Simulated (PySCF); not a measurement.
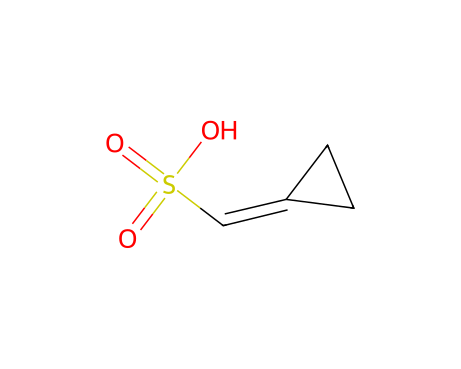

A structural formula.

> Write the SMILES.

O=S(=O)(O)C=C1CC1

> What is the molecular formula?

C4H6O3S.

> An optimisation with GFN2-xTB gave a structure of which point group?

C1. Other conformers may differ.

More results for the same structure follow; atom numbers are the same in all pictures, views and colours differ. Computed geometry: GFN2-xTB optimisation. No frequency run is at hand to confirm it as a minimum.

**Geometry**

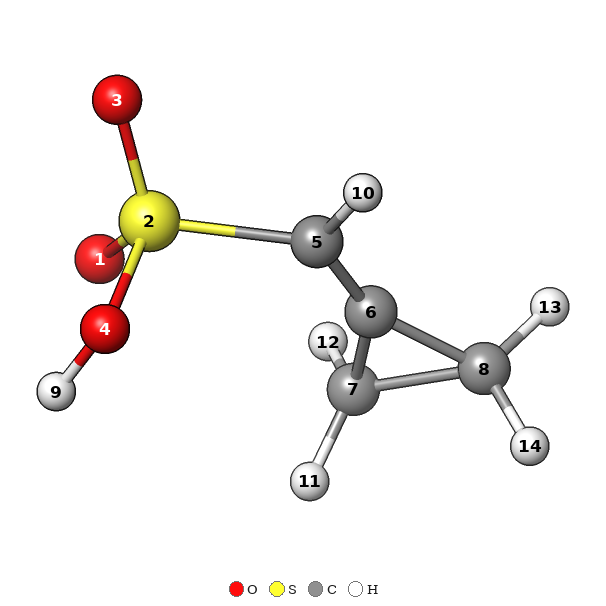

No frequency run is at hand to confirm it as a minimum.

> What is the geometry at O4?

O4 has 2 neighbours (S2 at 1.62, H9 at 0.96 Å); the arrangement is bent.

> Describe the coordination of atom 5.

C5 has 3 neighbours (S2 at 1.78, C6 at 1.30, H10 at 1.07 Å); the arrangement is trigonal planar.

> What is the geometry at S2?

S2 has 4 neighbours (O1 at 1.43, O3 at 1.42, O4 at 1.62, C5 at 1.78 Å); the arrangement is tetrahedral.

> What is the dihedral angle S2–C5–C6–C8?

179° in size, that is anti.

**Electronic properties**

No frequency run is at hand to confirm it as a minimum. Method: PBE0/def2-SVPD, gas phase (PySCF 2.14.0). Excitations: vertical, linear response.

Predict the main results.

- dipole moment: 4.95 D
- HOMO energy (Kohn–Sham orbital): −8.58 eV
- LUMO energy (Kohn–Sham orbital): −1.24 eV
- HOMO–LUMO gap: 7.33 eV
- mean static polarisability: 76.8 bohr³
- lowest vertical singlet excitation: 6.04 eV
- its oscillator strength: 0.004
- brightest of the 6 lowest singlets: 6.89 eV
- its oscillator strength: 0.24

**Ring current**

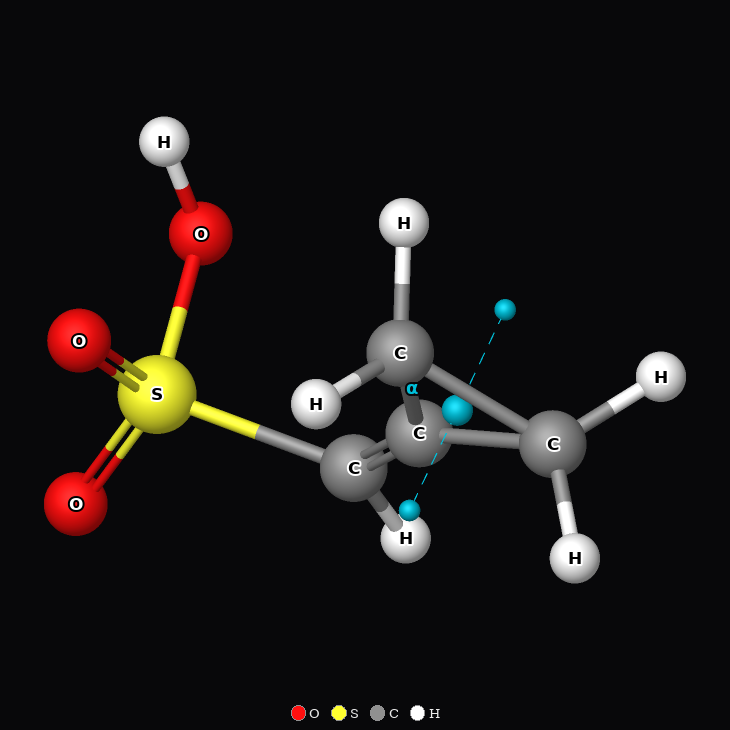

The small points mark where nucleus-independent chemical shifts (NICS) were computed: at the centre of each lettered ring and 1 Å above and below it. No frequency run is at hand to confirm it as a minimum. Method: GIAO PBE0/pcSseg-1 NMR shielding, non-relativistic, gas phase (PySCF 2.14.0).

Give NICS(0), NICS(1) and the out-of-plane component NICS(1)zz for each ring (means of the two sides).

```tsv
ring	members	NICS(0)	NICS(1)	NICS(1)zz
α	C3	−30.7	−7.8	−19.1
```

Values in ppm.

**NMR shielding**

The questions are on isotropic NMR shieldings of the O atoms. No frequency run is at hand to confirm it as a minimum. Level of theory: GIAO PBE0/pcSseg-1 NMR shielding, non-relativistic, gas phase (PySCF 2.14.0).

List the isotropic NMR shieldings of the O atoms.

| atom | σ (ppm) |
| --- | --- |
| O1 | 110.4 |
| O3 | 96.6 |
| O4 | 117.2 |
